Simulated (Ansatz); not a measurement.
CH3F3Sn (SnMeF3) (charge +1, doublet)

Input

```
crystal:
  periodic: [false, false, false]
  atoms:
    - {symbol: Sn, position_ang: [-0.002131, 0.003646, -1.141457]}
    - {symbol: C, position_ang: [0.002436, -0.004080, 1.288889]}
    - {symbol: H, position_ang: [-0.769624, 0.769991, 1.412721]}
    - {symbol: H, position_ang: [1.059503, 0.277118, 1.407744]}
    - {symbol: H, position_ang: [-0.281892, -1.060510, 1.405954]}
    - {symbol: F, position_ang: [1.807510, 0.445898, -1.460227]}
    - {symbol: F, position_ang: [-1.290142, 1.351715, -1.451165]}
    - {symbol: F, position_ang: [-0.525669, -1.783776, -1.462469]}
basis:
  gaussian: {orbitals: def2-TZVP, initial_orbitals: start.molden}
total_charge: 1
magnetization: {spin_polarized: true, initial_magnetization: 1}
hamiltonian: {xc: pbe0, dispersion: d4}
scf: {omitted_lower_state_checks: [starts]}
output: {orbitals: {seedname: orbitals}}
```

Run with:

```sh
ansatz run in.yaml --threads 4 --pin off --events-out ev --progress --plain --max-ram 3916MiB
```

Geometry: PBE0-D4/def2-SVP; core potentials replace the inner electrons of Sn.

Computed with Ansatz, UKS PBE0-D4/def2-TZVP.

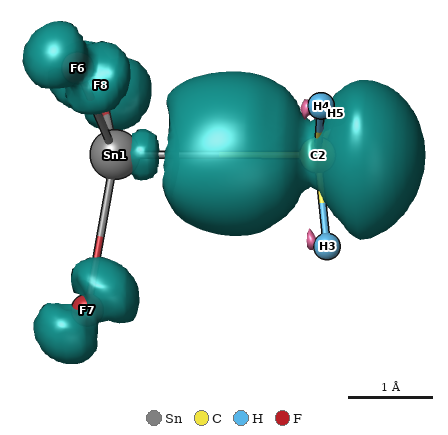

Figure 1. Isosurfaces of the spin density at +0.03 (teal) and −0.03 e/Å³ (pink), seen across its widest extent.

Describe the spin distribution.

Answer. The unpaired spin (1 electron) lies mostly on C2 (about 0.5) and Sn1 (about 0.2), in electrons by Hirshfeld's partition.

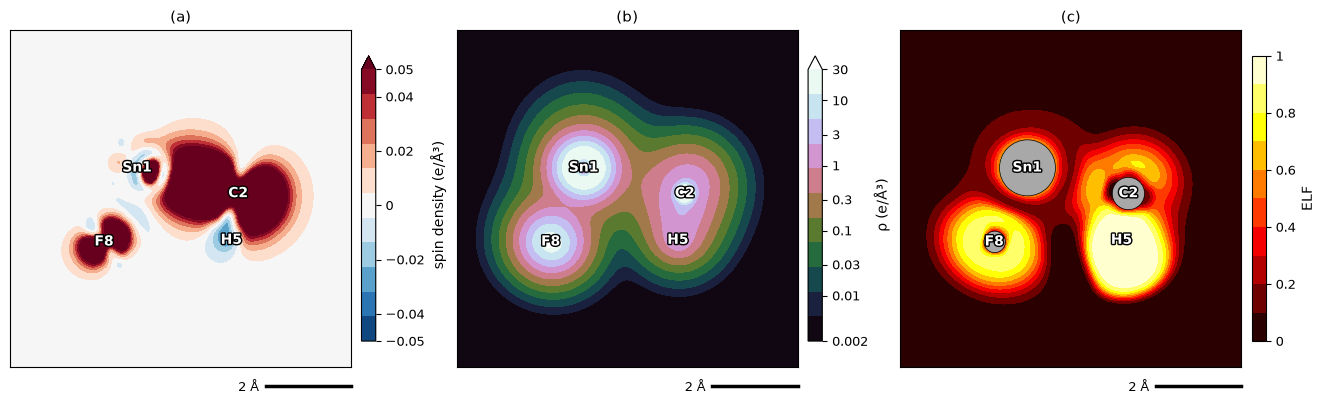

Figure 2. (a) spin density (α minus β); (b) electron density; (c) ELF on the plane of atoms Sn1, C2 and H5. Grey discs cover the atomic cores in the ELF map.

Describe what can be read from this map.

Answer. Atoms in the plane: Sn, C, H and F.
Sn–F (1.89 Å): the density is about 0.92 e/Å³ at the midpoint; the ELF peaks at about 0.80 in the valence shell of F, 0.5 Å from its nucleus, and drops to about 0.15 between the two atoms.
C–Sn (2.43 Å): the density is about 0.35 e/Å³ at the midpoint; the ELF peaks at about 0.65 in the valence shell of C, 0.7 Å from its nucleus, and is about 0.35 at the midpoint.
C–H (1.10 Å): the density is about 2.1 e/Å³ at the midpoint; the ELF climbs to about 1 towards the hydrogen, as it does in any bond to H; an ordinary covalent bond to hydrogen.
The ELF also peaks beside F8, away from the bonds: non-bonding electrons, paired or unpaired.

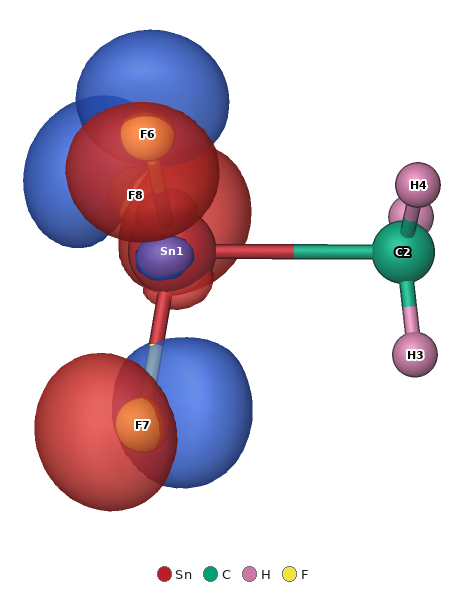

Figure 3. The HOMO (β) at ±0.1 Å⁻³ᐟ² (red and blue are the two phases), seen across its widest extent.

Where does this orbital lie, and at what energy?

Answer. Its weight (Hirshfeld) is mainly on F6 (about 30 %), F7 (about 30 %), F8 (about 30 %) and Sn1 (about 10 %); largely a combination of lone pairs on F6, F7 and F8. It is one of a degenerate set, so its orientation is arbitrary. Its energy is −17.49 eV.

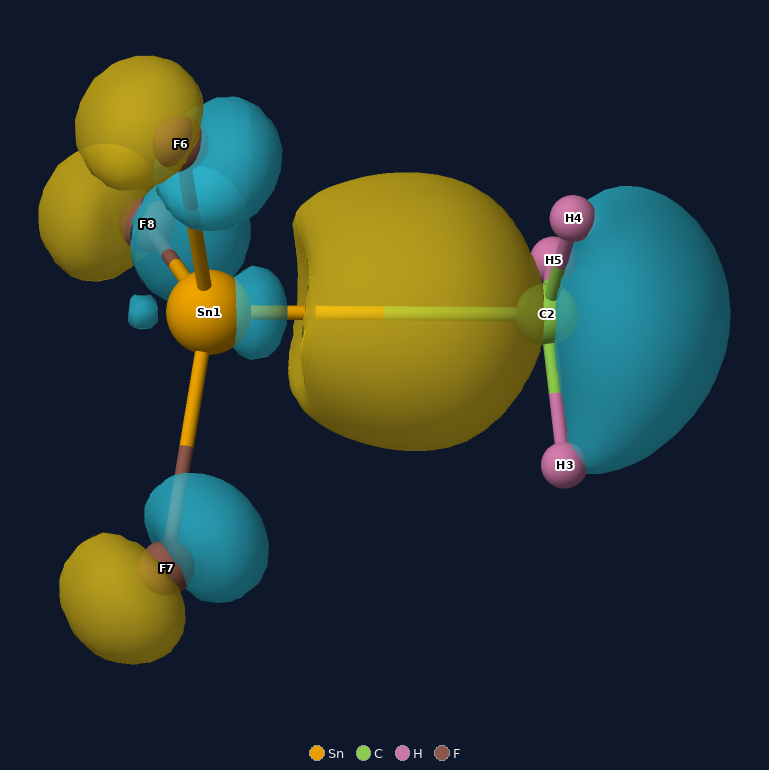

Figure 4. One frontier orbital at ±0.15 Å⁻³ᐟ² (yellow and cyan are the two phases), seen across its widest extent.

Which orbital is it: HOMO (α) or LUMO (α)?

Answer. The HOMO (α), at −16.03 eV. It lies mainly on C2 (about 45 %), Sn1 (about 15 %), F6 (about 10 %), F7 (about 10 %) and F8 (about 10 %).
